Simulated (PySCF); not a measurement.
SMILES [SiH3][SiH2][SiH2], doublet at its PBE0/def2-SVP optimised geometry (Å):

```
10

Si     1.9589     1.0881    -1.9156
Si     1.1866     0.0031     0.0000
Si    -1.1617     0.0031     0.0000
H      3.4440     1.2457    -2.0084
H      1.4171     0.5243    -3.1914
H      1.6861    -1.4095     0.0862
H      1.6906     0.7453     1.1987
H     -1.6906    -0.7047     1.2064
H     -1.6670    -0.6895    -1.2256
H     -1.6691     1.4095     0.0000
```

Computed with unrestricted PBE0/def2-TZVP run with PySCF. Cells within 0.4 Å of a nucleus heavier than hydrogen are left out (blank, or x).

Map of the log10 of the electron density (e/bohr³), floored at −4 on the plane z = 0.0 Å:

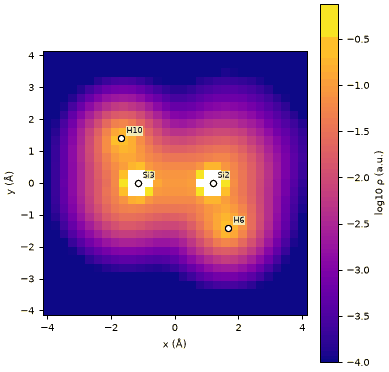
Log10 of the electron density (e/bohr³), floored at −4 on the plane z = 0.0 Å.
